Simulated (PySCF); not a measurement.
**C3H4F3OP (SMILES O=P1(C(F)(F)F)CC1): density, localisation and related maps**

```yaml
atoms:
  - { symbol: O, position_ang: [0.1951, 2.2388, -0.4721] }
  - { symbol: P, position_ang: [0.0721, 0.8136, -0.1735] }
  - { symbol: C, position_ang: [1.6912, -0.0885, 0.1334] }
  - { symbol: F, position_ang: [2.3425, 0.4519, 1.1616] }
  - { symbol: F, position_ang: [2.4817, -0.0146, -0.9358] }
  - { symbol: F, position_ang: [1.5055, -1.3809, 0.4091] }
  - { symbol: C, position_ang: [-1.1358, -0.3625, -0.8058] }
  - { symbol: C, position_ang: [-1.2396, -0.0337, 0.7230] }
  - { symbol: H, position_ang: [-0.8679, -1.3788, -1.0529] }
  - { symbol: H, position_ang: [-1.9215, 0.0401, -1.4303] }
  - { symbol: H, position_ang: [-2.0887, 0.5661, 1.0207] }
  - { symbol: H, position_ang: [-1.0334, -0.8522, 1.3965] }
```

Geometry: GFN2-xTB.

These are results of PySCF 2.14.0, PBE0/def2-SVPD, SCF density, gas phase, not measurements.

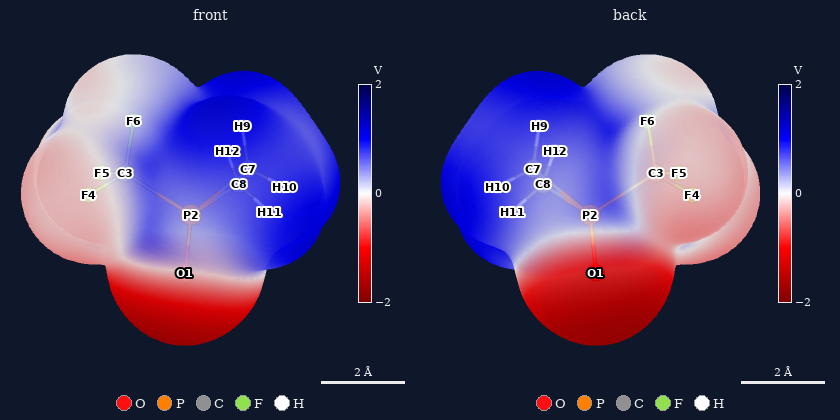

Figure 1. The molecular electrostatic potential painted on the density surface at 0.001 e/bohr³, seen from the front and from behind; red is negative and blue positive.

Which sites attract a positive test charge, and which a negative one?

A positive charge is drawn to the negative regions and a negative charge to the positive ones. The most negative region (about −1.7 V) lies over O1, the most positive (about +1.2 V) over H9, H10, H11 and H12. O1 is the likeliest acceptor of a hydrogen bond.

How polar is the molecule by this calculation?

Its dipole moment is 4.11 D.

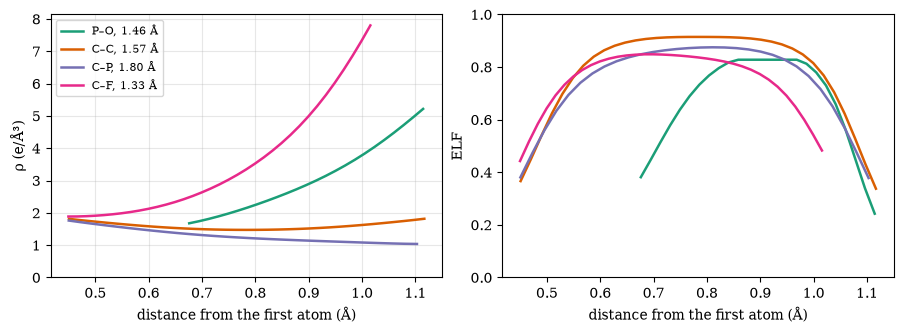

Figure 2. Electron density and electron localisation function along straight lines between neighbouring atoms. The curves leave out the atomic cores.

What can be read from the curves?

P–O (1.46 Å): ρ at the midpoint is about 1.9 e/Å³; the ELF peaks at about 0.85 between the atoms, as expected for a polar covalent bond.
C–C (1.57 Å): ρ at the midpoint is about 1.5 e/Å³; the ELF peaks at about 0.90 between the atoms; localised, covalent bonding.
C–P (1.80 Å): ρ is about 1.1 e/Å³ halfway; the ELF peaks at about 0.90 between the atoms (localised, covalent bonding).
C–F (1.33 Å): the density is about 2.4 e/Å³ at the midpoint; the ELF peaks at about 0.85 between the atoms: a shared but strongly polarised pair.
